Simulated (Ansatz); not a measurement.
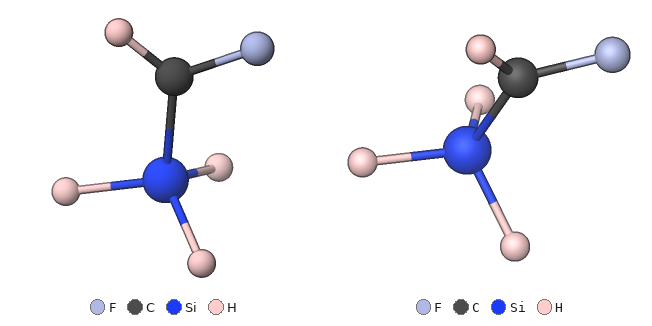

The same structure drawn twice, from different directions.

Charge 0, doublet.

Identify the structure.

Formula CH₄FSi. The point group is Cs. It is an open-shell species. Coordination: 1 C trigonal planar; 1 Si tetrahedral.

More results for the same structure follow; atom numbers are the same in all pictures, views and colours differ. The geometry was computed by an optimisation with PBE0-D4/def2-TZVP. No frequency run is at hand to confirm it as a minimum.

### Geometry

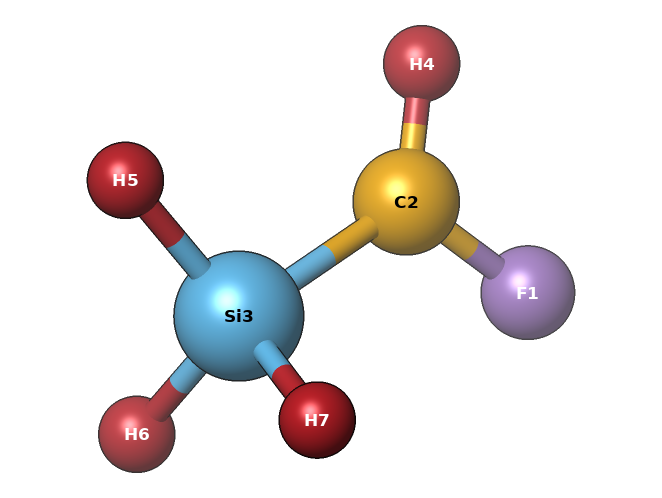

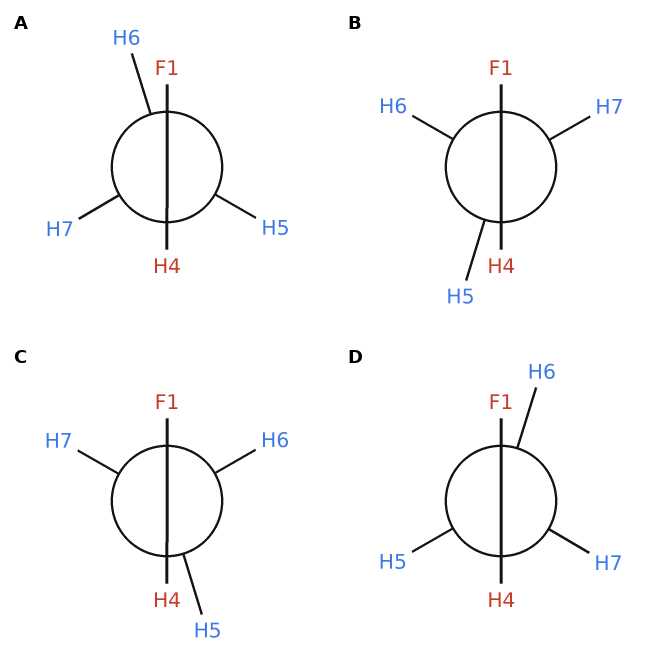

Distant atoms are faded towards the background colour. Bonds that would overlap in a projection are set slightly apart. No frequency run is at hand to confirm it as a minimum.

Which Newman projection shows the view along C2–Si3, with C2 in front?

Answer. B. The torsion angle F1–C2–Si3–H5 is 180°, antiperiplanar (anti).

### Dipole moment

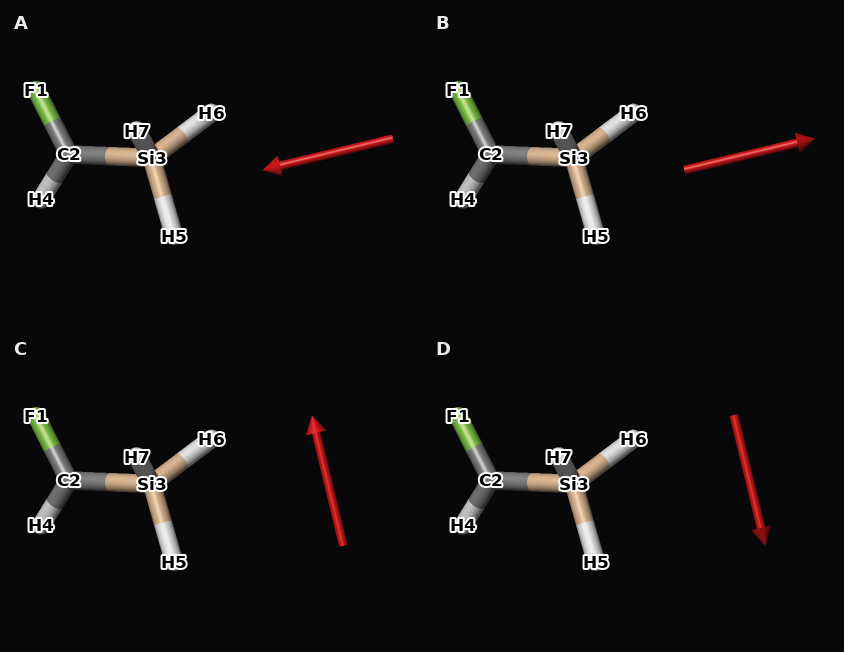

The same molecule four times, each with an arrow. No frequency run is at hand to confirm it as a minimum. Level of theory: UKS PBE0-D4/def2-TZVP (Ansatz 0.2.0).

Which arrow points along the dipole moment, from the negative to the positive end?

Answer. D. The dipole moment is 1.05 D; it points from the side of F1 to the side of H5 (the outermost atoms at the two ends).

### Electronic properties

No frequency run is at hand to confirm it as a minimum. Properties computed with UKS PBE0-D4/def2-TZVPP (Ansatz 0.2.0).

Give the HOMO energy (Kohn–Sham orbital) at this level.

Answer. −6.48 eV.

What is the dispersion correction?

Answer. −7.6 kJ/mol.

What is the ⟨S²⟩ of the determinant?

Answer. 0.755.

### Charges

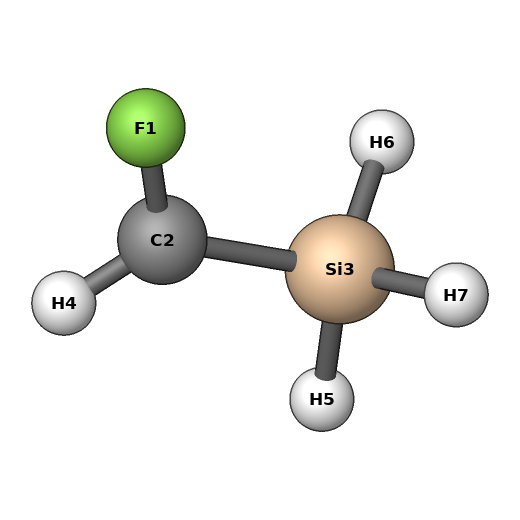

The questions are on Mulliken charges. No frequency run is at hand to confirm it as a minimum. Level of theory: UKS PBE0-D4/def2-TZVP (Ansatz 0.2.0).

Which atom carries the highest charge (most positive or least negative)?

Answer. Si3 (0.14 e).

And the lowest?

Answer. F1 (−0.17 e).

List the Mulliken charges.

| atom | value (e) |
| --- | --- |
| F1 | −0.17 |
| C2 | −0.06 |
| Si3 | 0.14 |
| H4 | 0.13 |
| H5 | −0.02 |
| H6 | −0.01 |
| H7 | −0.01 |

Mulliken values depend strongly on the basis set and can even reverse the polarity of a bond.
